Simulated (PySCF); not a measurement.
**C$_{5}$H$_{9}$AlO: density, localisation and related maps**

| atom | x (Å) | y (Å) | z (Å) |
| --- | --- | --- | --- |
| C | 3.1799 | -1.7701 | 0.8156 |
| C | 2.7297 | -0.7191 | 0.4179 |
| Al | 1.9893 | 0.9650 | -0.2230 |
| O | 0.3838 | 1.2424 | -0.4358 |
| C | -1.0084 | 1.3149 | -0.5210 |
| C | -1.6829 | 0.3741 | 0.4784 |
| C | -1.3910 | -1.0884 | 0.1697 |
| H | 3.5806 | -2.6830 | 1.1619 |
| H | 2.8697 | 2.1550 | -0.5805 |
| H | -1.3147 | 1.0492 | -1.5405 |
| H | -1.3199 | 2.3476 | -0.3216 |
| H | -1.3172 | 0.6170 | 1.4789 |
| H | -2.7588 | 0.5577 | 0.4495 |
| H | -1.8485 | -1.7334 | 0.9156 |
| H | -0.3154 | -1.2629 | 0.1736 |
| H | -1.7839 | -1.3570 | -0.8089 |

Geometry: GFN2-xTB.

Method: PBE0/pcSseg-1, SCF density, gas phase, non-relativistic in PySCF 2.14.0.

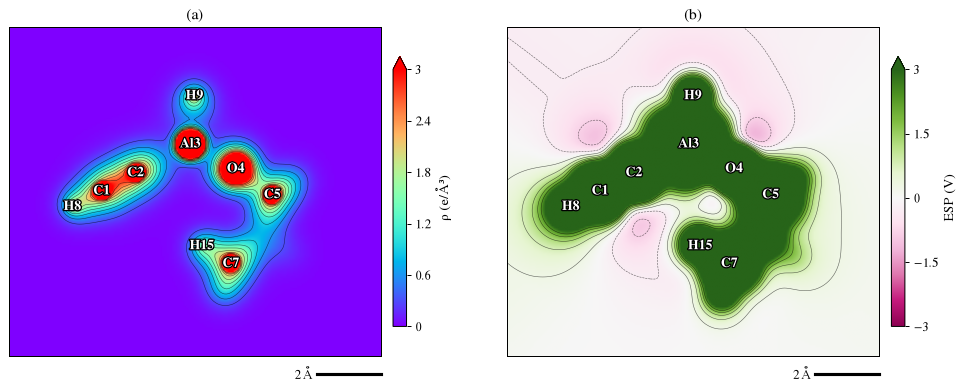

Figure 1. (a) electron density; (b) electrostatic potential on the plane of atoms O4, Al3 and H9.

What does the map show?

- The section cuts through C, Al, O and H sites.
- C–C (1.21 Å): the density is about 2.7 e/Å³ at the midpoint.
- C–O (1.40 Å): ρ is about 2.1 e/Å³ halfway, with its minimum of 1.7 e/Å³ about 0.5 Å from C.
- Al–O (1.64 Å): ρ at the midpoint is about 0.87 e/Å³.
- C–Al (1.95 Å): ρ at the midpoint is about 0.68 e/Å³.
- C–H (1.06 Å): the density is about 2.1 e/Å³ at the midpoint.
- Outside the dense part of the molecule the potential is most negative (−1.2 V) near O4.

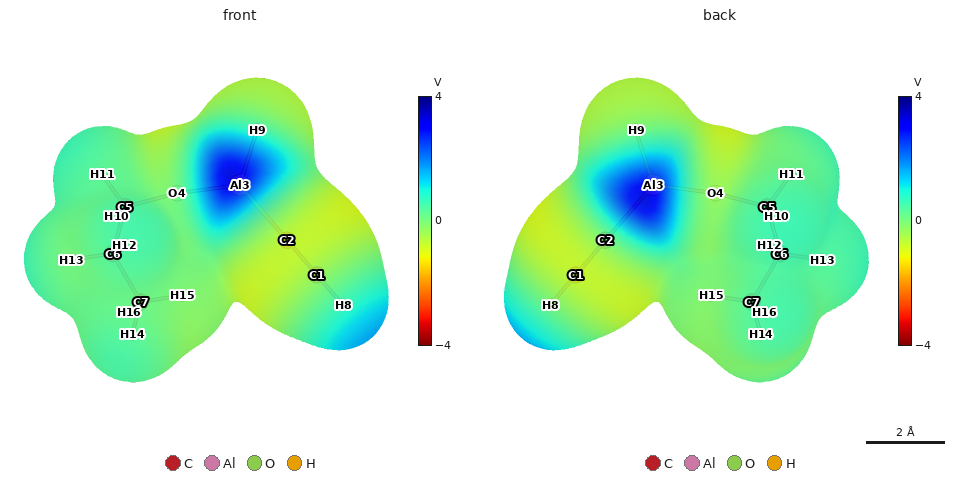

Figure 2. The electrostatic potential painted on the density surface at 0.002 e/bohr³, seen from the front and from behind; red is negative and blue positive.

Which sites attract a positive test charge, and which a negative one?

A positive charge is drawn to the negative regions and a negative charge to the positive ones. The most negative region (about −0.9 V) lies over C1, C2 and O4, the most positive (about +3.1 V) over Al3.

What dipole moment does the calculation give?

Its dipole moment is 1.20 D.
